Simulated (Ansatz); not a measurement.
# SnH4O + SiH4: a complex and its separated parts, part 2 of 2

Ansatz 0.2.0, Gaussian basis.

## 13. CAM-B3LYP-D4/def2-TZVPP

The inputs:

parta/in.yaml

```yaml
crystal:
  periodic: [false, false, false]
  atoms:
    - {symbol: Sn, position_ang: [-0.647100, -1.694997, -0.597039]}
    - {symbol: O, position_ang: [1.295099, -1.960276, -0.404200]}
    - {symbol: H, position_ang: [-1.398677, -3.228186, -0.675073]}
    - {symbol: H, position_ang: [-1.209728, -0.810783, 0.753177]}
    - {symbol: H, position_ang: [-0.775103, -0.826577, -2.050890]}
    - {symbol: H, position_ang: [1.534891, -2.435561, 0.393886]}
basis:
  gaussian: {orbitals: def2-TZVPP}
hamiltonian: {xc: {name: CAM-B3LYP}, dispersion: d4}
```

partb/in.yaml

```yaml
crystal:
  periodic: [false, false, false]
  atoms:
    - {symbol: H, position_ang: [1.161124, 1.098478, 0.113941]}
    - {symbol: Si, position_ang: [0.240115, 2.191296, 0.516005]}
    - {symbol: H, position_ang: [0.928639, 3.498283, 0.368073]}
    - {symbol: H, position_ang: [-0.965475, 2.166219, -0.350061]}
    - {symbol: H, position_ang: [-0.163788, 2.002202, 1.932081]}
basis:
  gaussian: {orbitals: def2-TZVPP}
hamiltonian: {xc: {name: CAM-B3LYP}, dispersion: d4}
```

Each run has its own folder and the same command.

Launch:

```sh
> ansatz run in.yaml --threads 4 --pin off --events-out ev --progress --plain --max-ram 9574MiB
```

Log of parta, shortened:

```text
Functional definition: CAM-B3LYP
  name "CAM-B3LYP"
  cite "Yanai, Tew & Handy, Chem. Phys. Lett. 393, 51 (2004) doi:10.1016/j.cplett.2004.06.011"
  cite "Iikura, Tsuneda, Yanai & Hirao, J. Chem. Phys. 115, 3540 (2001) doi:10.1063/1.1383587"
  cite "Becke, Phys. Rev. A 38, 3098 (1988) doi:10.1103/PhysRevA.38.3098"
  cite "Lee, Yang & Parr, Phys. Rev. B 37, 785 (1988) doi:10.1103/PhysRevB.37.785"
[...]
  # Exact exchange under (alpha + beta erf(omega r))/r, Becke's under what is left of 1/r.
[...]
819 factors; their error is unknown
201 factors; integrals over basis functions are off by at most 1.1e-5 eV
[...]
mean field -7943.32845585 eV, -291.9119365709 hartree, gradient 5.3e-5 eV, S^2 0.000000; 0 other end points of the search recorded, 0 dependent functions left out
reference -7943.32857764 eV, -291.9119410468 hartree; 17, 17 occupied and 120, 120 virtual orbitals, 819 factors
Total energy: -7943.39279939 eV, -291.9143011524 hartree
```

Output in partb, shortened:

```text
[... 6 set-up lines as earlier in the session ...]
[...]
  # Exact exchange under (alpha + beta erf(omega r))/r, Becke's under what is left of 1/r.
[...]
527 factors; their error is unknown
147 factors; integrals over basis functions are off by at most 1.2e-5 eV
[...]
mean field -7942.76493440 eV, -291.8912275398 hartree, gradient 9.0e-6 eV, S^2 0.000000; 0 other end points of the search recorded, 0 dependent functions left out
reference -7942.76503687 eV, -291.8912313055 hartree; 9, 9 occupied and 89, 89 virtual orbitals, 527 factors
Total energy: -7942.79920613 eV, -291.8924870026 hartree
```

Wall times: 1.4 s (parta), 0.6 s (partb) on 4 threads of Arm Neoverse N1, shared host.

## 14. wB97X-V/def2-TZVPP

The same edit goes into each in.yaml of step 13 (parta, partb):

```diff
-hamiltonian: {xc: {name: CAM-B3LYP}, dispersion: d4}
+hamiltonian: {xc: {name: wB97X-V}}
```

The same command starts each run, in its folder.

Launch:

```sh
> ansatz run in.yaml --threads 4 --pin off --events-out ev --progress --plain --max-ram 9574MiB
```

parta printed, shortened:

```text
Functional definition: wB97X-V
  name "wB97X-V"
  cite "Mardirossian & Head-Gordon, Phys. Chem. Chem. Phys. 16, 9904 (2014) doi:10.1039/C3CP54374A"
[... 2 set-up lines as earlier in the session ...]
[...]
      + integral(e_c_pw_opposite_spin*poly(b97_u_opposite, cos0, cos1)) + vv10(b, c)
819 factors; their error is unknown
198 factors; integrals over basis functions are off by at most 7.4e-6 eV
[...]
mean field -7943.22525129 eV, -291.9081438733 hartree, gradient 7.3e-5 eV, S^2 0.000000; 0 other end points of the search recorded, 0 dependent functions left out
reference -7943.22524910 eV, -291.9081437929 hartree; 17, 17 occupied and 120, 120 virtual orbitals, 819 factors
Total energy: -7943.22524910 eV, -291.9081437929 hartree
```

Log of partb, shortened:

```text
[... 5 set-up lines as earlier in the session ...]
[...]
      + integral(e_c_pw_opposite_spin*poly(b97_u_opposite, cos0, cos1)) + vv10(b, c)
527 factors; their error is unknown
136 factors; integrals over basis functions are off by at most 1.1e-5 eV
[...]
mean field -7941.38121124 eV, -291.8403766516 hartree, gradient 2.9e-5 eV, S^2 0.000000; 0 other end points of the search recorded, 0 dependent functions left out
reference -7941.38120950 eV, -291.8403765877 hartree; 9, 9 occupied and 89, 89 virtual orbitals, 527 factors
Total energy: -7941.38120950 eV, -291.8403765877 hartree
```

Times: 3.9 s (parta), 1.6 s (partb) on 4 threads of Arm Neoverse N1, shared host.

## 15. wB97M-V/def2-TZVPP

The same edit goes into each in.yaml of step 14 (parta, partb):

```diff
-hamiltonian: {xc: {name: wB97X-V}}
+hamiltonian: {xc: {name: wB97M-V}}
```

One command serves all of them, each in its own folder.

Launch:

```sh
> ansatz run in.yaml --threads 4 --pin off --events-out ev --progress --plain --max-ram 9574MiB
```

parta printed, shortened:

```text
Functional definition: wB97M-V
  name "wB97M-V"
  cite "Mardirossian & Head-Gordon, J. Chem. Phys. 144, 214110 (2016) doi:10.1063/1.4952647"
[... 2 set-up lines as earlier in the session ...]
  # Of w^i u^j: cxij and so on, Table III.
[...]
  gx(w, u) = 1 - cx + cx01*u + cx10*w
[...]
      + integral(e_c_pw_mod_opposite_spin*gos(b97_w_opposite, b97_u_opposite)) + vv10(b, c)
819 factors; their error is unknown
198 factors; integrals over basis functions are off by at most 7.4e-6 eV
[...]
mean field -7942.11079846 eV, -291.8671884874 hartree, gradient 2.4e-5 eV, S^2 0.000000; 0 other end points of the search recorded, 0 dependent functions left out
reference -7942.11085312 eV, -291.8671904962 hartree; 17, 17 occupied and 120, 120 virtual orbitals, 819 factors
Total energy: -7942.11085312 eV, -291.8671904962 hartree
```

Output in partb, shortened:

```text
[... 5 set-up lines as earlier in the session ...]
  # Of w^i u^j: cxij and so on, Table III.
[...]
  gx(w, u) = 1 - cx + cx01*u + cx10*w
[...]
      + integral(e_c_pw_mod_opposite_spin*gos(b97_w_opposite, b97_u_opposite)) + vv10(b, c)
527 factors; their error is unknown
136 factors; integrals over basis functions are off by at most 1.1e-5 eV
[...]
mean field -7941.54398712 eV, -291.8463585547 hartree, gradient 4.9e-5 eV, S^2 0.000000; 0 other end points of the search recorded, 0 dependent functions left out
reference -7941.54402951 eV, -291.8463601125 hartree; 9, 9 occupied and 89, 89 virtual orbitals, 527 factors
Total energy: -7941.54402951 eV, -291.8463601125 hartree
```

Times: 4.4 s (parta), 1.6 s (partb) on 4 threads of Arm Neoverse N1, shared host.

## 16. B2PLYP/def2-TZVPP

Each input of step 15 (parta, partb) changes in the same lines:

```diff
-hamiltonian: {xc: {name: wB97M-V}}
+hamiltonian: {xc: {name: B2PLYP}}
```

One command serves all of them, each in its own folder.

Launch:

```sh
> ansatz run in.yaml --threads 4 --pin off --events-out ev --progress --plain --max-ram 9574MiB
```

Output in parta, shortened:

```text
Functional definition: B2PLYP
  name "B2PLYP"
  cite "Grimme, J. Chem. Phys. 124, 034108 (2006) doi:10.1063/1.2148954"
[... 2 set-up lines as earlier in the session ...]
[...]
969 factors; integrals over basis functions are off by at most 1.0e-3 eV
[...]
mean field -7932.11164612 eV, -291.4997264166 hartree, gradient 5.5e-6 eV, S^2 0.000000; 0 other end points of the search recorded, 0 dependent functions left out
5 core orbitals not correlated: weight in the atoms' cores, before any rotation towards them, 1.000 or more for the frozen orbitals, at most 0.000 for the correlated occupied ones
reference -7932.11179922 eV, -291.4997320428 hartree; 12, 12 occupied and 120, 120 virtual orbitals, 969 factors
second order -19.11251484 eV of doubles, -0.00000000 eV of singles
Total energy: -7937.27217822 eV, -291.6893724734 hartree
```

Log of partb, shortened:

```text
[... 5 set-up lines as earlier in the session ...]
[...]
537 factors; integrals over basis functions are off by at most 8.1e-4 eV
[...]
mean field -7937.89724953 eV, -291.7123434204 hartree, gradient 2.5e-6 eV, S^2 0.000000; 0 other end points of the search recorded, 0 dependent functions left out
5 core orbitals not correlated: weight in the atoms' cores, before any rotation towards them, 1.000 or more for the frozen orbitals, at most 0.000 for the correlated occupied ones
reference -7937.89738268 eV, -291.7123483136 hartree; 4, 4 occupied and 89, 89 virtual orbitals, 537 factors
second order -4.78240457 eV of doubles, -0.00000000 eV of singles
Total energy: -7939.18863192 eV, -291.7598008477 hartree
```

They took 2.2 s (parta), 0.7 s (partb) on 4 threads of Arm Neoverse N1, shared host.

## 17. PBE-QIDH/def2-TZVPP

Each input of step 16 (parta, partb) changes in the same lines:

```diff
-hamiltonian: {xc: {name: B2PLYP}}
+hamiltonian: {xc: {name: PBE-QIDH}}
```

Each run has its own folder and the same command.

Launch:

```sh
> ansatz run in.yaml --threads 4 --pin off --events-out ev --progress --plain --max-ram 9574MiB
```

Output in parta, shortened:

```text
Functional definition: PBE-QIDH
  name "PBE-QIDH"
  cite "Brémond, Sancho-García, Pérez-Jiménez & Adamo, J. Chem. Phys. 141, 031101 (2014) doi:10.1063/1.4890314"
[... 1 set-up line as earlier in the session ...]
[...]
969 factors; integrals over basis functions are off by at most 1.0e-3 eV
[...]
mean field -7930.73643686 eV, -291.4491884083 hartree, gradient 5.8e-6 eV, S^2 0.000000; 0 other end points of the search recorded, 0 dependent functions left out
5 core orbitals not correlated: weight in the atoms' cores, before any rotation towards them, 1.000 or more for the frozen orbitals, at most 0.000 for the correlated occupied ones
reference -7930.73644900 eV, -291.4491888547 hartree; 12, 12 occupied and 120, 120 virtual orbitals, 969 factors
second order -17.82085062 eV of doubles, -0.00000000 eV of singles
Total energy: -7936.67673255 eV, -291.6674902483 hartree
```

partb printed, shortened:

```text
[... 4 set-up lines as earlier in the session ...]
[...]
537 factors; integrals over basis functions are off by at most 8.1e-4 eV
[...]
mean field -7935.34613228 eV, -291.6185915903 hartree, gradient 4.6e-6 eV, S^2 0.000000; 0 other end points of the search recorded, 0 dependent functions left out
5 core orbitals not correlated: weight in the atoms' cores, before any rotation towards them, 1.000 or more for the frozen orbitals, at most 0.000 for the correlated occupied ones
reference -7935.34614285 eV, -291.6185919789 hartree; 4, 4 occupied and 89, 89 virtual orbitals, 537 factors
second order -4.44767661 eV of doubles, -0.00000000 eV of singles
Total energy: -7936.82870172 eV, -291.6730750125 hartree
```

Wall times: 2.4 s (parta), 0.7 s (partb) on 4 threads of Arm Neoverse N1, shared host.

## 18. RPA on PBE/def2-TZVPP

The same edit goes into each in.yaml of step 17 (parta, partb):

```diff
-hamiltonian: {xc: {name: PBE-QIDH}}
+hamiltonian: {xc: pbe}
+correlation: {method: rpa}
```

Each run has its own folder and the same command.

Launch:

```sh
> ansatz run in.yaml --threads 4 --pin off --events-out ev --progress --plain --max-ram 9574MiB
```

Output in parta, shortened:

```text
[... 4 set-up lines as earlier in the session ...]
[...]
969 factors; integrals over basis functions are off by at most 1.0e-3 eV
[...]
mean field -7941.89142883 eV, -291.8591268021 hartree, gradient 1.1e-6 eV, S^2 0.000000; 0 other end points of the search recorded, 0 dependent functions left out
5 core orbitals not correlated: weight in the atoms' cores, before any rotation towards them, 1.000 or more for the frozen orbitals, at most 0.000 for the correlated occupied ones
reference -7905.71424734 eV, -290.5296399041 hartree; 12, 12 occupied and 120, 120 virtual orbitals, 969 factors
Total energy: -7930.06675566 eV, -291.4245780781 hartree
```

Log of partb, shortened:

```text
[... 4 set-up lines as earlier in the session ...]
[...]
537 factors; integrals over basis functions are off by at most 8.1e-4 eV
[...]
mean field -7938.15283728 eV, -291.7217360968 hartree, gradient 1.0e-5 eV, S^2 0.000000; 0 other end points of the search recorded, 0 dependent functions left out
5 core orbitals not correlated: weight in the atoms' cores, before any rotation towards them, 1.000 or more for the frozen orbitals, at most 0.000 for the correlated occupied ones
reference -7925.04978477 eV, -291.2402077986 hartree; 4, 4 occupied and 89, 89 virtual orbitals, 537 factors
Total energy: -7933.57986886 eV, -291.5536826072 hartree
```

They took 2.6 s (parta), 0.7 s (partb) on 4 threads of Arm Neoverse N1, shared host.

## 19. CCSD(T)/def2-TZVPP

Each input of step 18 (parta, partb) changes in the same lines:

```diff
-hamiltonian: {xc: pbe}
-correlation: {method: rpa}
+correlation: {method: ccsd_t}
```

The same command starts each run, in its folder.

Launch:

```sh
> ansatz run in.yaml --threads 4 --pin off --events-out ev --progress --plain --max-ram 9574MiB
```

parta printed, shortened:

```text
Functional definition: HF
  name "HF"
  cite "Fock, Z. Phys. 61, 126 (1930) doi:10.1007/BF01340294"
[... 1 set-up line as earlier in the session ...]
[...]
969 factors; integrals over basis functions are off by at most 1.0e-3 eV
[...]
mean field -7906.71958458 eV, -290.5665853664 hartree, gradient 1.4e-6 eV, S^2 0.000000; 0 other end points of the search recorded, 0 dependent functions left out
5 core orbitals not correlated: weight in the atoms' cores, before any rotation towards them, 1.000 or more for the frozen orbitals, at most 0.000 for the correlated occupied ones
reference -7906.71958458 eV, -290.5665853664 hartree; 12, 12 occupied and 120, 120 virtual orbitals, 969 factors
second order -15.94359997 eV of doubles, -0.00000000 eV of singles
cycle   1  -15.76424120 eV  change    1.8e-1 eV  update   9.6e-2
[...]
cycle  10  -16.25954553 eV  change   -6.8e-6 eV  update   8.4e-6
perturbative correction -0.47812337 eV, -0.0175707099 hartree
Total energy: -7923.45725349 eV, -291.1816833536 hartree
```

partb printed, shortened:

```text
[... 4 set-up lines as earlier in the session ...]
[...]
537 factors; integrals over basis functions are off by at most 8.1e-4 eV
[...]
mean field -7925.54420362 eV, -291.2583773562 hartree, gradient 1.8e-6 eV, S^2 0.000000; 0 other end points of the search recorded, 0 dependent functions left out
5 core orbitals not correlated: weight in the atoms' cores, before any rotation towards them, 1.000 or more for the frozen orbitals, at most 0.000 for the correlated occupied ones
reference -7925.54420362 eV, -291.2583773562 hartree; 4, 4 occupied and 89, 89 virtual orbitals, 537 factors
second order -3.90715463 eV of doubles, -0.00000000 eV of singles
cycle   1  -4.49743570 eV  change   -5.9e-1 eV  update   5.5e-2
[...]
cycle   8  -4.71916733 eV  change   -5.3e-7 eV  update   3.7e-6
perturbative correction -0.10444614 eV, -0.0038383248 hartree
Total energy: -7930.36781709 eV, -291.4356418818 hartree
```

Times: 15 s (parta), 0.9 s (partb) on 4 threads of Arm Neoverse N1, shared host; peak memory 0.86 GiB.

## 20. Vibrations of SnH4O

Input file vib-parta/in.yaml:

```yaml
crystal:
  periodic: [false, false, false]
  atoms:
    - {symbol: Sn, position_ang: [-0.647100, -1.694997, -0.597039]}
    - {symbol: O, position_ang: [1.295099, -1.960276, -0.404200]}
    - {symbol: H, position_ang: [-1.398677, -3.228186, -0.675073]}
    - {symbol: H, position_ang: [-1.209728, -0.810783, 0.753177]}
    - {symbol: H, position_ang: [-0.775103, -0.826577, -2.050890]}
    - {symbol: H, position_ang: [1.534891, -2.435561, 0.393886]}
basis:
  gaussian: {orbitals: def2-TZVP}
hamiltonian: {xc: pbe0, dispersion: d4}
phonons: {temperatures: {t_min: 298.15, t_max: 900, t_step: 200}}
```

Launch:

```sh
> ansatz run in.yaml --threads 4 --pin off --events-out ev --progress --plain --max-ram 9574MiB
```

Output, shortened:

```text
[... 5 set-up lines as earlier in the session ...]
[...]
788 factors; their error is unknown
[...]
mean field -7942.16939021 eV, -291.8693416944 hartree, gradient 7.5e-5 eV, S^2 0.000000; 0 other end points of the search recorded, 0 dependent functions left out
[...]
Atom 3 at    -1.209728    -0.810783     0.753177 Å, force    -0.000467     0.000638     0.000568 eV/Å
Atom 4 at    -0.775103    -0.826577    -2.050890 Å, force     0.000187    -0.000383     0.000506 eV/Å
Atom 5 at     1.534891    -2.435561     0.393886 Å, force     0.000014    -0.000129    -0.000931 eV/Å
Dipole moment:    -0.281956    -0.091591     0.199931 e Å
Vibrations: 120.24 493.87 503.52 615.41 702.20 703.91 718.95 861.80 1938.78 1941.11 1986.20 3900.60 cm⁻¹, zero-point energy 0.898053 eV
```

It took 34 s on 4 threads of Arm Neoverse N1, shared host.

The modes, with what each moves most:

```tsv
mode	wavenumber (cm⁻¹)	character
1	120	torsion
2	494	bend
3	504	bend
4	615	Sn–O stretch
5	702	bend
6	704	bend
7	719	bend
8	862	bend
9	1939	Sn–H stretch
10	1941	Sn–H stretch
11	1986	Sn–H stretch
12	3901	O–H stretch
```

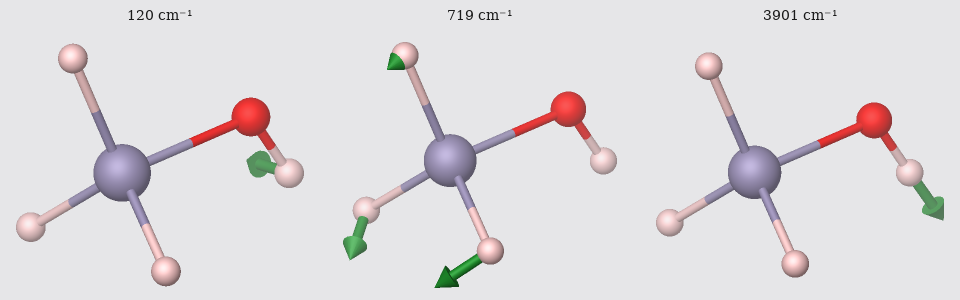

How the atoms move in 3 of the modes.

Vibrational sums (real modes only):

```tsv
T (K)	entropy (J/mol/K)	heat capacity (J/mol/K)
298	24.7	35.5
498	47.8	54.4
698	68.2	65.8
898	85.7	73.6
```

## 21. Vibrations of SiH4

Input file vib-partb/in.yaml:

```yaml
crystal:
  periodic: [false, false, false]
  atoms:
    - {symbol: H, position_ang: [1.161124, 1.098478, 0.113941]}
    - {symbol: Si, position_ang: [0.240115, 2.191296, 0.516005]}
    - {symbol: H, position_ang: [0.928639, 3.498283, 0.368073]}
    - {symbol: H, position_ang: [-0.965475, 2.166219, -0.350061]}
    - {symbol: H, position_ang: [-0.163788, 2.002202, 1.932081]}
basis:
  gaussian: {orbitals: def2-TZVP}
hamiltonian: {xc: pbe0, dispersion: d4}
phonons: {temperatures: {t_min: 298.15, t_max: 900, t_step: 200}}
```

Launch:

```sh
> ansatz run in.yaml --threads 4 --pin off --events-out ev --progress --plain --max-ram 9574MiB
```

Output, shortened:

```text
[... 5 set-up lines as earlier in the session ...]
[...]
444 factors; their error is unknown
[...]
mean field -7939.08540041 eV, -291.7560071596 hartree, gradient 2.9e-5 eV, S^2 0.000000; 0 other end points of the search recorded, 0 dependent functions left out
[...]
Atom 2 at     0.928639     3.498283     0.368073 Å, force     0.000771     0.001558    -0.000172 eV/Å
Atom 3 at    -0.965475     2.166219    -0.350061 Å, force    -0.001492    -0.000035    -0.001075 eV/Å
Atom 4 at    -0.163788     2.002202     1.932081 Å, force    -0.000494    -0.000209     0.001650 eV/Å
Dipole moment:    -0.000009     0.000000    -0.000003 e Å
Vibrations: 906.65 906.66 906.66 968.50 968.50 2235.85 2245.50 2245.51 2245.53 cm⁻¹, zero-point energy 0.844913 eV
```

It took 7.5 s on 4 threads of Arm Neoverse N1, shared host.

Wavenumbers and character of the modes:

```tsv
mode	wavenumber (cm⁻¹)	character
1	907	bend
2	907	bend
3	907	bend
4	968	bend
5	968	bend
6	2236	Si–H stretch
7	2246	Si–H stretch
8	2246	Si–H stretch
9	2246	Si–H stretch
```

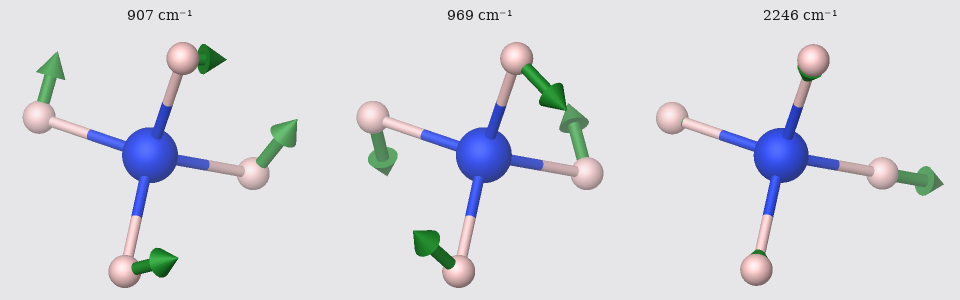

How the atoms move in 3 of the modes.

Vibrational sums (real modes only):

```tsv
T (K)	entropy (J/mol/K)	heat capacity (J/mol/K)
298	2.6	9.7
498	11.5	25.7
698	22.2	38.0
898	32.9	47.1
```

## 22. Complex less separated parts

The complex's own energies come from single points at the same levels.

Rows are in def2-TZVPP; times add the 3 runs of a level on a shared host, so small differences are noise.

Differences are taken before rounding.

```tsv
method	rung	complex less parts (eV)	from CCSD(T) (eV)	time
SPW92	LDA	-0.101	-0.054	2.5 s
PBE-D4	GGA	-0.072	-0.025	4.2 s
BLYP-D4	GGA	-0.055	-0.008	4.6 s
r2SCAN-D4	meta-GGA	-0.049	-0.002	8.7 s
B97M-V	meta-GGA	-0.053	-0.006	16 s
PBE0-D4	hybrid	-0.065	-0.018	5.6 s
B3LYP-D4	hybrid	-0.059	-0.012	5.4 s
r2SCAN0-D4	hybrid	-0.052	-0.005	10 s
BHLYP-D4	hybrid	-0.068	-0.020	5.4 s
CAM-B3LYP-D4	range-separated hybrid	-0.053	-0.006	6.1 s
wB97X-V	range-separated hybrid	-0.055	-0.008	16 s
wB97M-V	range-separated hybrid	-0.057	-0.010	17 s
B2PLYP	double hybrid	0.002	+0.049	10 s
PBE-QIDH	double hybrid	-0.026	+0.021	10 s
RPA on PBE	RPA	-0.035	+0.012	11 s
Hartree-Fock	wavefunction	0.051	+0.098	
MP2	wavefunction	-0.046	+0.001	
CCSD	wavefunction	-0.034	+0.013	
CCSD(T)	wavefunction	-0.047	0	3.8 min
```

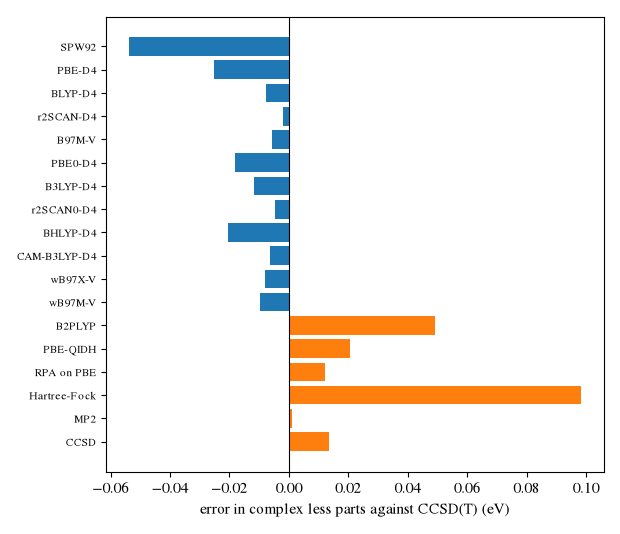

Error of each method against CCSD(T).

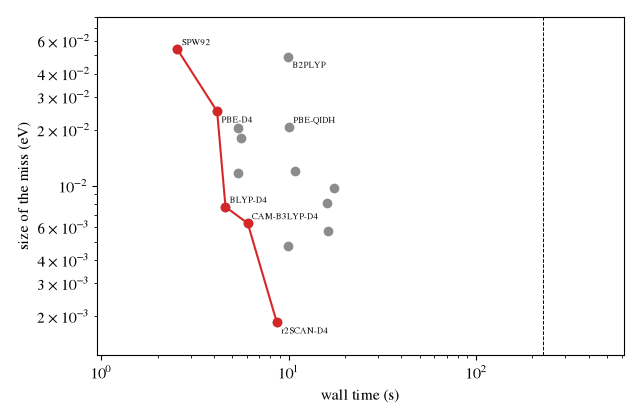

Accuracy for the time spent; red marks the levels that beat every quicker one drawn (of those quicker than the yardstick), and the dashed line is the time of CCSD(T). Only those levels and the largest misses are named. Times are from a shared host.

r2SCAN-D4 reaches 0.002 eV from the reference in 8.7 s, where CCSD(T) took 3.8 min; the quickest level in the cost chart, SPW92, takes 2.5 s and misses by 0.054 eV.

The complex's zero-point energy, from a separate PBE0-D4 run, is 1.767 eV.

## 23. Results

What follows sums up all 2 parts.

```
                              quantity      value
complex less parts, CCSD(T)/def2-TZVPP  -0.047 eV
                with zero-point energy  -0.023 eV
                 largest T1 diagnostic      0.014
```

In words: At CCSD(T) the complex lies 0.047 eV below its parts. Among the functionals r2SCAN-D4 lands nearest to CCSD(T) (-0.002 eV) and SPW92 farthest (-0.054 eV). Mean unsigned error by rung: LDA 0.054, GGA 0.016, meta-GGA 0.004, hybrid 0.014, range-separated hybrid 0.008, double hybrid 0.035 eV. The double hybrids carry no dispersion term here, unlike the levels marked D4 or V. PBE-D4 gives a relative energy 0.025 eV too low, an error of 53 % of the reference. No counterpoise was applied, and triple zeta lacks some correlation, so the CCSD(T) reference has a basis error of its own, and close matches with it are partly luck.
